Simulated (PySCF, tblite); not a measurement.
# C₂H₇NSi₂: dynamics, then NMR shifts and electronic excitations on frames

How do NMR shifts and electronic excitations of C₂H₇NSi₂ (`C#C[SiH2]N[SiH3]`) change as the atoms move?

The runs use tblite 0.8.0 and PySCF 2.14.0, with density-fitted response routines of our own; the level of theory stands in each step. All values are computed, except where a source is named. Atoms count from 0, in the outputs and in this text.

## (1) The starting structure

12 atoms, charge 0, multiplicity 1; geometry from: GFN2-xTB.

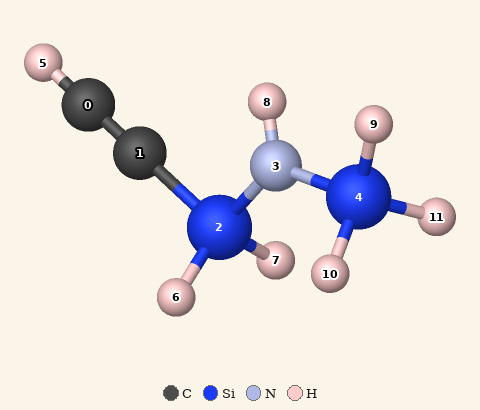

The starting geometry (carbon dark grey, silicon blue, nitrogen light blue, hydrogen pink), atoms numbered.

## (2) A short Langevin run with GFN2-xTB

The job: settings as JSON, then the geometry in Å.

```
{"job": {"kind": "md", "xc": "GFN2-xTB", "basis": "xTB", "temperature": 300, "steps": 2000, "every": 50, "frames": 5}, "charge": 0, "multiplicity": 1}
C      3.009464    -0.824624     1.223404
C      2.101167    -0.638865     0.458775
Si     0.698961    -0.361427    -0.718542
N     -0.591031     0.263436     0.258650
Si    -2.177092     0.744139    -0.235850
H      3.805034    -0.984617     1.893874
H      1.061748     0.640905    -1.724680
H      0.337368    -1.642225    -1.343281
H     -0.459448     0.163037     1.251830
H     -2.783744     1.384428     0.930691
H     -2.025732     1.667638    -1.359885
H     -2.975497    -0.412511    -0.661014
```

With the program's defaults for keys left out, this is: GFN2-xTB Langevin dynamics, gas phase.

On the command line:

```sh
OMP_NUM_THREADS=1 python probes_run.py task.json out
```

One launch serves the whole session: the jobs run in the order shown.

What it wrote:

```text
t/fs     T/K      E/eV
    0.0   261.5   -386.33779
   25.0   225.2   -386.11005
   50.0   244.4   -385.84891
   75.0   282.1   -385.94126
  100.0   353.2   -386.04456
  125.0   280.9   -385.94704
  150.0   268.2   -385.94854
  175.0   258.8   -385.95983
  200.0   309.3   -386.03679
  225.0   316.9   -386.02467
  250.0   311.9   -385.86781
  275.0   401.9   -385.92829
  300.0   321.1   -385.92497
  325.0   262.2   -385.92563
  350.0   369.3   -385.91969
  375.0   281.4   -386.06615
  400.0   323.3   -386.01000
  425.0   330.4   -385.93337
  450.0   219.7   -385.76571
  475.0   252.3   -385.84158
  500.0   449.2   -385.96461
  525.0   345.8   -386.06168
  550.0   240.0   -385.97016
  575.0   225.7   -386.06365
  600.0   205.2   -386.01171
  625.0   293.5   -385.97519
  650.0   405.2   -386.02175
  675.0   344.5   -386.00048
  700.0   341.0   -386.03929
  725.0   293.2   -385.99700
  750.0   193.4   -385.87867
  775.0   287.7   -386.06658
  800.0   281.3   -386.15967
  825.0   203.5   -385.99611
  850.0   281.0   -386.04070
  875.0   301.9   -385.98879
  900.0   290.7   -386.05870
  925.0   364.9   -386.03905
  950.0   321.6   -385.98214
  975.0   264.5   -386.01404
 1000.0   324.1   -386.09516
```

Wall time 10 s (1 thread of Arm Neoverse V1, shared host); peak memory 0.18 GiB.

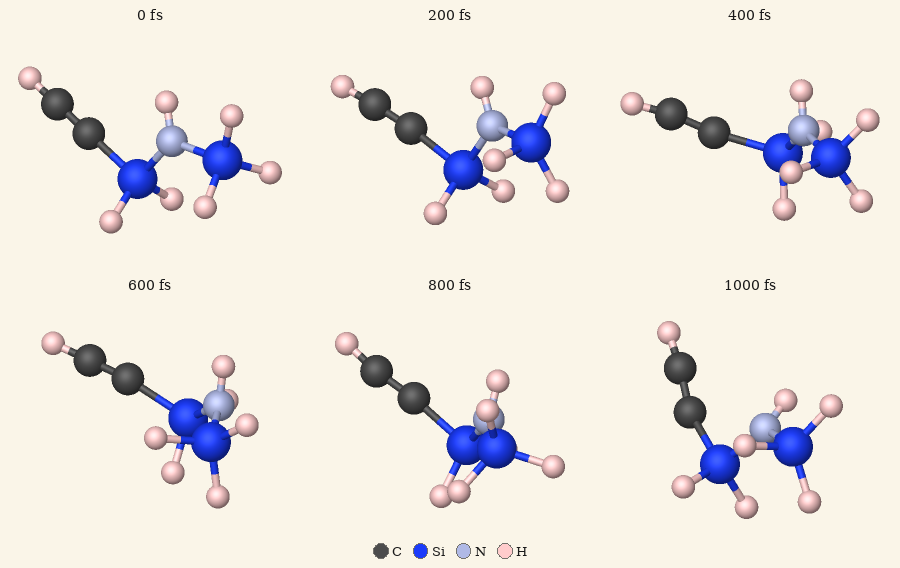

Frames of the run.

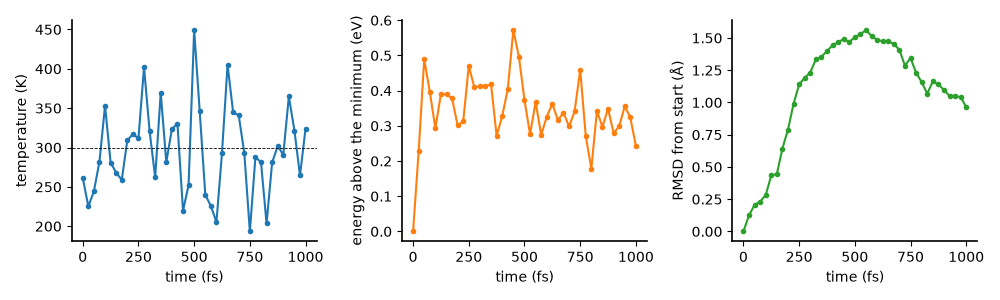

Temperature, potential energy and distance from the start.

Positions (Å) and forces (eV/Å) at 1000 fs:

```xyz
12

C     2.070   -1.565    2.391   -0.348    0.400   -1.669
C     1.702   -1.193    1.284    0.132   -0.394    1.717
Si    0.608   -0.413   -0.015   -0.073   -0.758   -0.126
N    -0.847   -0.093    0.880   -0.005   -1.163    0.496
Si   -2.076    1.020    0.468    0.200    1.084    0.122
H     2.498   -1.953    3.281   -0.070    0.121   -0.280
H     1.102    0.863   -0.480    0.172    0.242   -0.068
H     0.343   -1.335   -1.194    0.187    0.330    0.581
H    -1.135   -0.824    1.537    0.328    0.374   -0.442
H    -1.287    2.273    0.617   -0.452   -0.025   -0.034
H    -2.416    0.946   -0.957   -0.280   -0.141    0.089
H    -3.156    0.920    1.474    0.208   -0.071   -0.386
```

## (3) NMR shieldings: 250 fs, PBE0/pcSseg-1

The job: settings as JSON, then the geometry in Å.

```
{"job": {"kind": "nmr", "xc": "PBE0", "basis": "pcSseg-1", "pop": false}, "charge": 0, "multiplicity": 1}
C      2.857100    -0.503500     1.221600
C      1.831000    -0.471400     0.601200
Si     0.146800    -0.251600    -0.292300
N     -1.063200     0.414100     0.864700
Si    -2.374500     1.415000     0.446900
H      3.850200    -0.584000     1.577300
H      0.473200     0.916800    -1.167500
H     -0.232100    -1.455300    -0.854800
H     -1.146700     0.114200     1.838800
H     -2.054100     2.472500    -0.670600
H     -3.498300     0.588200    -0.126200
H     -2.667700     2.171700     1.672600
```

Method: GIAO PBE0/pcSseg-1 NMR shielding, non-relativistic, gas phase.

What it wrote:

```text
coarse grid: 10824 points
cycle   1  E = -713.5744965676  dE =  2.240e-01  |g| = 5.251e-01  |ddm| = 3.166e+00
cycle   2  E = -713.5340709755  dE =  4.043e-02  |g| = 6.719e-01  |ddm| = 1.165e+00
cycle   3  E = -713.6353157898  dE = -1.012e-01  |g| = 1.019e-01  |ddm| = 6.861e-01
cycle   4  E = -713.6375111188  dE = -2.195e-03  |g| = 3.446e-02  |ddm| = 1.147e-01
cycle   5  E = -713.6377114702  dE = -2.004e-04  |g| = 2.194e-02  |ddm| = 3.831e-02
cycle   6  E = -713.6378305737  dE = -1.191e-04  |g| = 2.988e-03  |ddm| = 1.602e-02
cycle   7  E = -713.6378328392  dE = -2.265e-06  |g| = 3.099e-04  |ddm| = 2.999e-03
final grid: 94864 points
cycle   8  E = -713.6652950405  dE = -1.381e-05  |g| = 5.114e-03  |ddm| = 1.670e-02
cycle   9  E = -713.6652896752  dE =  5.365e-06  |g| = 7.188e-03  |ddm| = 1.062e-02
cycle  10  E = -713.6653007726  dE = -1.110e-05  |g| = 7.218e-04  |ddm| = 6.190e-03
cycle  11  E = -713.6653008892  dE = -1.165e-07  |g| = 2.009e-04  |ddm| = 8.066e-04
cycle  12  E = -713.6653008960  dE = -6.843e-09  |g| = 1.217e-04  |ddm| = 2.227e-04
cycle  13  E = -713.6653008997  dE = -3.672e-09  |g| = 2.262e-05  |ddm| = 9.052e-05
cycle  14  E = -713.6653008998  dE = -1.182e-10  |g| = 3.517e-06  |ddm| = 2.253e-05
converged SCF energy = -713.6653008998

GIAO shielding tensors (ppm)
atom      isotropic    diamagn.    paramagn.     s11        s22        s33       span
  0 C       86.638     260.743    -174.104      1.129      7.196    251.589    250.460
  1 C       95.146     264.827    -169.681     -7.304      5.466    287.276    294.579
  2 Si     398.603     878.987    -480.383    359.321    383.092    453.397     94.076
  3 N      259.571     324.367     -64.796    236.502    252.909    289.301     52.799
  4 Si     399.915     878.046    -478.132    347.381    378.816    473.548    126.167
  5 H       29.583      32.185      -2.602     24.532     24.755     39.461     14.929
  6 H       26.052      29.277      -3.225     22.736     25.566     29.855      7.119
  7 H       27.618      30.058      -2.439     23.354     26.082     33.420     10.066
  8 H       31.195      31.824      -0.629     22.085     29.300     42.201     20.117
  9 H       25.687      27.078      -1.391     22.887     24.624     29.551      6.665
 10 H       26.206      27.107      -0.901     22.312     24.342     31.964      9.651
 11 H       26.573      27.521      -0.948     22.919     24.690     32.111      9.192
```

It took 13 s on 1 thread of Arm Neoverse V1, shared host; peak memory 0.64 GiB.

Shifts follow as δ = σ(reference) − σ, with reference shieldings (ppm) from runs at the same level and on the same kind of geometry: 1H TMS 31.72, 13C TMS 186.9, 29Si TMS 349.2, 15N NH3 267.7. The references are single molecules in the gas phase, so shifts against H2O, NH3, PH3, H3PO4 or CFCl3 are not on the usual liquid scales and can be off by tens of ppm. Each atom is listed at this fixed geometry, with no averaging over motion; a spectrum would average atoms that exchange fast.

```tsv
atoms	environment	σ (ppm)	δ (ppm)
C0	terminal alkyne carbon	86.6	100.3
C1	alkyne carbon	95.1	91.8
H9	hydrogen on a silicon bonded to N	25.69	6.03
H6	hydrogen on a silicon bonded to C, N	26.05	5.66
H10	hydrogen on a silicon bonded to N	26.21	5.51
H11	hydrogen on a silicon bonded to N	26.57	5.14
H7	hydrogen on a silicon bonded to C, N	27.62	4.10
H5	hydrogen on a terminal alkyne carbon	29.58	2.13
H8	hydrogen on a nitrogen bonded to 2 Si	31.20	0.52
Si2	silicon bonded to C, N, 2 H	398.6	-49.4
Si4	silicon bonded to N, 3 H	399.9	-50.8
N3	nitrogen bonded to 2 Si, H	259.6	8.2
```

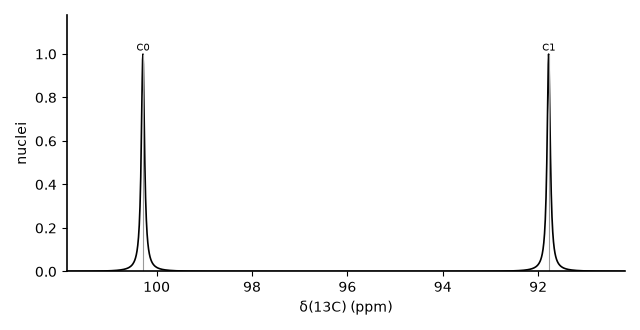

13C lines at the computed shifts, without couplings. Lines are broadened to a width of 0.08 ppm (Lorentzian).

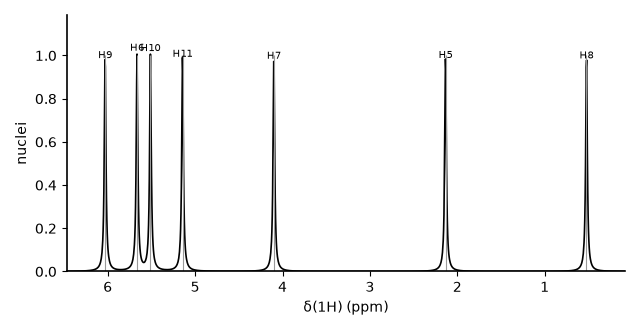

1H lines at the computed shifts, without couplings. Lines are broadened to a width of 0.02 ppm (Lorentzian).

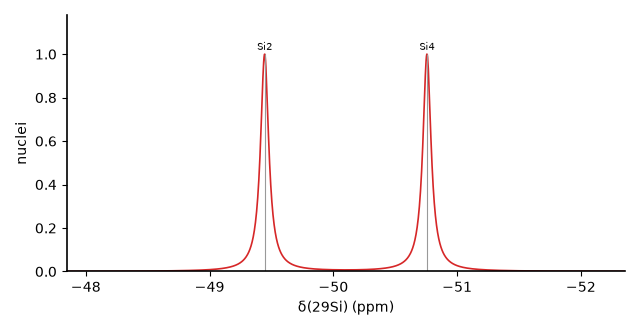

29Si lines at the computed shifts, without couplings. Lines are broadened to a width of 0.08 ppm (Lorentzian).

## (4) TDDFT and polarisability: 250 fs, PBE0/def2-SVPD

The job, as its differences from that of step 3:

```diff
@@ -1,2 +1,2 @@
-{"job": {"kind": "nmr", "xc": "PBE0", "basis": "pcSseg-1", "pop": false}, "charge": 0, "multiplicity": 1}
+{"job": {"kind": "uv", "xc": "PBE0", "basis": "def2-SVPD", "nstates": 5, "ntriplets": 0}, "charge": 0, "multiplicity": 1}
 C      2.857100    -0.503500     1.221600
```

Method: TDDFT PBE0/def2-SVPD, vertical, gas phase, core orbitals frozen in the response.

What it wrote:

```text
coarse grid: 10824 points
cycle   1  E = -713.2806907141  dE =  1.949e-01  |g| = 4.976e-01  |ddm| = 6.106e+00
cycle   2  E = -713.2390711266  dE =  4.162e-02  |g| = 6.456e-01  |ddm| = 1.789e+00
cycle   3  E = -713.3379309375  dE = -9.886e-02  |g| = 1.006e-01  |ddm| = 7.842e-01
cycle   4  E = -713.3401745297  dE = -2.244e-03  |g| = 3.756e-02  |ddm| = 1.900e-01
cycle   5  E = -713.3404528559  dE = -2.783e-04  |g| = 2.155e-02  |ddm| = 6.914e-02
cycle   6  E = -713.3405711060  dE = -1.183e-04  |g| = 2.707e-03  |ddm| = 2.665e-02
cycle   7  E = -713.3405731902  dE = -2.084e-06  |g| = 3.795e-04  |ddm| = 6.434e-03
final grid: 94864 points
cycle   8  E = -713.4284947240  dE = -1.227e-05  |g| = 4.881e-03  |ddm| = 5.492e-02
cycle   9  E = -713.4284888218  dE =  5.902e-06  |g| = 7.138e-03  |ddm| = 1.332e-02
cycle  10  E = -713.4285004403  dE = -1.162e-05  |g| = 6.441e-04  |ddm| = 7.280e-03
cycle  11  E = -713.4285005542  dE = -1.139e-07  |g| = 1.452e-04  |ddm| = 1.313e-03
cycle  12  E = -713.4285005560  dE = -1.789e-09  |g| = 1.270e-04  |ddm| = 3.463e-04
cycle  13  E = -713.4285005602  dE = -4.213e-09  |g| = 1.299e-05  |ddm| = 1.589e-04
cycle  14  E = -713.4285005603  dE = -4.559e-11  |g| = 3.169e-06  |ddm| = 3.099e-05
converged SCF energy = -713.4285005603

Static polarisability (au): isotropic 83.742, principal 69.223 73.912 108.091

Singlet excitations
state   eV       nm        f      main configurations
  1   5.7039    217.4   0.00672   H->L 0.96
  2   5.9542    208.2   0.00138   H-1->L 0.80
  3   6.2942    197.0   0.00735   H->L+1 0.94
  4   6.3938    193.9   0.01061   H-2->L 0.56, H-1->L+2 0.28
  5   6.5664    188.8   0.00029   H-2->L+2 0.51, H->L+2 0.34
```

Run time: 19 s. Hardware: 1 thread of Arm Neoverse V1, shared host; peak memory 0.73 GiB.

Frontier orbitals and where they lie:

```tsv
orbital	eV	atoms
HOMO−3	-9.23	Si4 37 %, H9 28 %, H11 16 %
HOMO−2	-8.36	C1 43 %, C0 42 %, Si2 4 %
HOMO−1	-8.22	C1 42 %, C0 42 %, Si2 5 %
HOMO	-7.51	N3 54 %, Si4 14 %, H10 10 %
LUMO	-0.52	Si2 22 %, C1 17 %, C0 17 %
LUMO+1	0.18	Si2 27 %, Si4 21 %, N3 9 %
LUMO+2	0.32	C0 30 %, C1 29 %, Si2 19 %
```

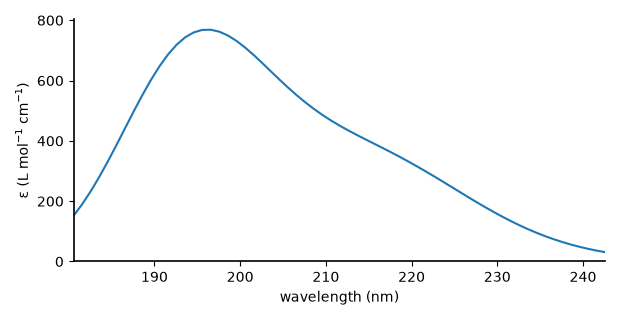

Absorption spectrum: each of the 5 states is a Gaussian band of 0.4 eV half-width at 1/e. Beyond the last state computed it falls off for lack of states.

Ground-state properties from the same run:

```tsv
property	computed
dipole moment (D)	0.93
polarisability (Å³)	12.41
HOMO–LUMO gap (eV)	6.99
−ε(HOMO) (eV)	7.51
```

## (5) Nuclear shieldings: 425 fs, PBE0/pcSseg-1

The job: settings as JSON, then the geometry in Å.

```
{"job": {"kind": "nmr", "xc": "PBE0", "basis": "pcSseg-1", "pop": false}, "charge": 0, "multiplicity": 1}
C      2.608300    -0.020700     1.614300
C      1.644400    -0.503900     1.065300
Si    -0.073100    -0.994400     0.400900
N     -1.191200     0.273600     1.032200
Si    -2.273600     1.386800     0.334200
H      3.500700     0.272400     2.118900
H     -0.215400    -0.651200    -0.961200
H     -0.341800    -2.280600     0.903900
H     -0.926900     0.495600     1.983500
H     -2.970400     0.782500    -0.832200
H     -3.054000     1.999300     1.459800
H     -1.671700     2.515600    -0.301000
```

Method: GIAO PBE0/pcSseg-1 NMR shielding, non-relativistic, gas phase.

What it wrote:

```text
coarse grid: 10824 points
cycle   1  E = -713.5754145226  dE =  2.686e-01  |g| = 5.223e-01  |ddm| = 3.177e+00
cycle   2  E = -713.5300928154  dE =  4.532e-02  |g| = 6.860e-01  |ddm| = 1.181e+00
cycle   3  E = -713.6353864387  dE = -1.053e-01  |g| = 1.065e-01  |ddm| = 6.956e-01
cycle   4  E = -713.6377569901  dE = -2.371e-03  |g| = 3.956e-02  |ddm| = 1.210e-01
cycle   5  E = -713.6380309320  dE = -2.739e-04  |g| = 2.427e-02  |ddm| = 4.201e-02
cycle   6  E = -713.6381766371  dE = -1.457e-04  |g| = 2.871e-03  |ddm| = 1.800e-02
cycle   7  E = -713.6381787640  dE = -2.127e-06  |g| = 3.069e-04  |ddm| = 3.248e-03
final grid: 94864 points
cycle   8  E = -713.6647412923  dE = -1.403e-05  |g| = 5.257e-03  |ddm| = 1.772e-02
cycle   9  E = -713.6647355842  dE =  5.708e-06  |g| = 7.418e-03  |ddm| = 1.105e-02
cycle  10  E = -713.6647473906  dE = -1.181e-05  |g| = 7.616e-04  |ddm| = 6.373e-03
cycle  11  E = -713.6647475233  dE = -1.327e-07  |g| = 2.118e-04  |ddm| = 8.394e-04
cycle  12  E = -713.6647475301  dE = -6.856e-09  |g| = 1.408e-04  |ddm| = 2.468e-04
cycle  13  E = -713.6647475351  dE = -4.994e-09  |g| = 2.123e-05  |ddm| = 1.035e-04
cycle  14  E = -713.6647475352  dE = -1.002e-10  |g| = 3.412e-06  |ddm| = 2.333e-05
converged SCF energy = -713.6647475352

GIAO shielding tensors (ppm)
atom      isotropic    diamagn.    paramagn.     s11        s22        s33       span
  0 C       83.938     259.235    -175.297     -2.716      5.840    248.689    251.405
  1 C       94.268     266.671    -172.402     -9.908      4.992    287.721    297.629
  2 Si     398.203     879.481    -481.278    349.758    406.156    438.696     88.938
  3 N      259.494     324.726     -65.232    210.280    266.781    301.421     91.141
  4 Si     408.835     879.174    -470.339    358.094    370.003    498.408    140.314
  5 H       29.283      31.582      -2.299     24.319     24.513     39.016     14.698
  6 H       27.116      31.476      -4.360     23.375     26.101     31.873      8.498
  7 H       27.354      28.824      -1.470     23.225     25.780     33.057      9.832
  8 H       32.273      32.229       0.043     22.873     30.880     43.065     20.193
  9 H       26.573      28.511      -1.938     23.176     25.123     31.419      8.244
 10 H       26.398      27.456      -1.058     22.889     24.628     31.678      8.790
 11 H       27.334      30.512      -3.178     23.512     25.779     32.713      9.201
```

Wall time 12 s (1 thread of Arm Neoverse V1, shared host); peak memory 0.7 GiB.

Key values: δ C0 103.0, C1 92.7, Si2 -49.0, Si4 -59.7, H10 5.32, H9 5.14 ppm.

## (6) Excited states and response: 425 fs, PBE0/def2-SVPD

The job, as its differences from that of step 5:

```diff
@@ -1,2 +1,2 @@
-{"job": {"kind": "nmr", "xc": "PBE0", "basis": "pcSseg-1", "pop": false}, "charge": 0, "multiplicity": 1}
+{"job": {"kind": "uv", "xc": "PBE0", "basis": "def2-SVPD", "nstates": 5, "ntriplets": 0}, "charge": 0, "multiplicity": 1}
 C      2.608300    -0.020700     1.614300
```

Method: TDDFT PBE0/def2-SVPD, vertical, gas phase, core orbitals frozen in the response.

What it wrote:

```text
coarse grid: 10824 points
cycle   1  E = -713.2806695649  dE =  2.404e-01  |g| = 4.967e-01  |ddm| = 5.710e+00
cycle   2  E = -713.2334013551  dE =  4.727e-02  |g| = 6.637e-01  |ddm| = 1.926e+00
cycle   3  E = -713.3373433012  dE = -1.039e-01  |g| = 1.051e-01  |ddm| = 9.297e-01
cycle   4  E = -713.3397612526  dE = -2.418e-03  |g| = 4.260e-02  |ddm| = 2.226e-01
cycle   5  E = -713.3401251115  dE = -3.639e-04  |g| = 2.340e-02  |ddm| = 8.107e-02
cycle   6  E = -713.3402647620  dE = -1.397e-04  |g| = 2.563e-03  |ddm| = 2.948e-02
cycle   7  E = -713.3402667038  dE = -1.942e-06  |g| = 3.641e-04  |ddm| = 6.578e-03
final grid: 94864 points
cycle   8  E = -713.4272955625  dE = -1.219e-05  |g| = 5.081e-03  |ddm| = 5.494e-02
cycle   9  E = -713.4272890788  dE =  6.484e-06  |g| = 7.457e-03  |ddm| = 1.629e-02
cycle  10  E = -713.4273017464  dE = -1.267e-05  |g| = 7.073e-04  |ddm| = 8.652e-03
cycle  11  E = -713.4273018811  dE = -1.348e-07  |g| = 1.776e-04  |ddm| = 1.592e-03
cycle  12  E = -713.4273018849  dE = -3.797e-09  |g| = 1.402e-04  |ddm| = 3.884e-04
cycle  13  E = -713.4273018901  dE = -5.127e-09  |g| = 1.278e-05  |ddm| = 1.794e-04
cycle  14  E = -713.4273018901  dE = -4.638e-11  |g| = 3.027e-06  |ddm| = 3.298e-05
converged SCF energy = -713.4273018901

Static polarisability (au): isotropic 82.198, principal 66.699 78.216 101.680

Singlet excitations
state   eV       nm        f      main configurations
  1   5.4771    226.4   0.01854   H->L 0.96
  2   5.9270    209.2   0.00065   H-1->L 0.80
  3   6.2228    199.2   0.00406   H->L+1 0.72, H-2->L+1 0.15
  4   6.3103    196.5   0.01694   H-2->L 0.35, H->L+2 0.31, H-1->L+1 0.24
  5   6.4375    192.6   0.00260   H->L+2 0.58, H-2->L 0.21, H-1->L+1 0.09
```

Run time: 19 s. Hardware: 1 thread of Arm Neoverse V1, shared host; peak memory 0.72 GiB.

In short: HOMO -7.32 eV, LUMO -0.62 eV; lowest singlet 5.48 eV.

## (7) Shielding tensors: 625 fs, PBE0/pcSseg-1

The job: settings as JSON, then the geometry in Å.

```
{"job": {"kind": "nmr", "xc": "PBE0", "basis": "pcSseg-1", "pop": false}, "charge": 0, "multiplicity": 1}
C      2.475100    -0.861700     2.148900
C      1.464400    -0.819700     1.508400
Si    -0.106700    -0.972100     0.476700
N     -1.455100     0.129900     0.879800
Si    -1.750600     1.588300    -0.084500
H      3.307500    -1.119100     2.696800
H      0.324100    -0.621800    -0.900600
H     -0.676800    -2.424500     0.454200
H     -1.755000     0.155300     1.833600
H     -1.785100     1.211800    -1.478500
H     -3.115500     1.897400     0.345900
H     -0.895100     2.771500     0.221300
```

Level: GIAO PBE0/pcSseg-1 NMR shielding, non-relativistic, gas phase.

What it wrote:

```text
coarse grid: 10824 points
cycle   1  E = -713.5847558973  dE =  2.086e-01  |g| = 5.120e-01  |ddm| = 3.171e+00
cycle   2  E = -713.5465504294  dE =  3.821e-02  |g| = 6.551e-01  |ddm| = 1.050e+00
cycle   3  E = -713.6420533716  dE = -9.550e-02  |g| = 1.036e-01  |ddm| = 6.129e-01
cycle   4  E = -713.6444480459  dE = -2.395e-03  |g| = 2.412e-02  |ddm| = 1.095e-01
cycle   5  E = -713.6445726392  dE = -1.246e-04  |g| = 1.229e-02  |ddm| = 3.133e-02
cycle   6  E = -713.6446059857  dE = -3.335e-05  |g| = 4.925e-03  |ddm| = 1.053e-02
cycle   7  E = -713.6446120473  dE = -6.062e-06  |g| = 3.073e-04  |ddm| = 3.925e-03
final grid: 94864 points
cycle   8  E = -713.6721054424  dE = -1.462e-05  |g| = 5.342e-03  |ddm| = 1.991e-02
cycle   9  E = -713.6720991128  dE =  6.330e-06  |g| = 7.643e-03  |ddm| = 1.059e-02
cycle  10  E = -713.6721116923  dE = -1.258e-05  |g| = 7.932e-04  |ddm| = 6.153e-03
cycle  11  E = -713.6721118404  dE = -1.481e-07  |g| = 1.942e-04  |ddm| = 9.069e-04
cycle  12  E = -713.6721118468  dE = -6.379e-09  |g| = 1.199e-04  |ddm| = 2.165e-04
cycle  13  E = -713.6721118503  dE = -3.554e-09  |g| = 2.403e-05  |ddm| = 9.222e-05
cycle  14  E = -713.6721118504  dE = -1.347e-10  |g| = 3.640e-06  |ddm| = 2.161e-05
converged SCF energy = -713.6721118504

GIAO shielding tensors (ppm)
atom      isotropic    diamagn.    paramagn.     s11        s22        s33       span
  0 C       84.695     259.619    -174.925     -2.227      6.172    250.140    252.367
  1 C       94.439     262.400    -167.961     -6.482      1.590    288.208    294.690
  2 Si     401.414     878.954    -477.540    369.485    373.797    460.960     91.475
  3 N      257.607     324.279     -66.672    235.503    257.111    280.207     44.704
  4 Si     400.034     878.150    -478.116    351.005    382.608    466.488    115.483
  5 H       30.259      33.293      -3.034     24.905     25.550     40.323     15.418
  6 H       26.531      30.564      -4.033     23.371     26.171     30.050      6.679
  7 H       25.354      26.531      -1.176     21.535     24.149     30.379      8.844
  8 H       32.032      31.249       0.782     23.820     29.099     43.176     19.356
  9 H       27.176      29.156      -1.980     23.775     25.876     31.878      8.102
 10 H       26.852      27.726      -0.874     23.103     25.123     32.330      9.227
 11 H       26.546      28.276      -1.731     22.818     24.961     31.858      9.040
```

It took 12 s on 1 thread of Arm Neoverse V1, shared host; peak memory 0.69 GiB.

Key values: δ C0 102.2, C1 92.5, Si4 -50.9, Si2 -52.3, H7 6.36, H6 5.19 ppm.

[end of part 1 of 2]
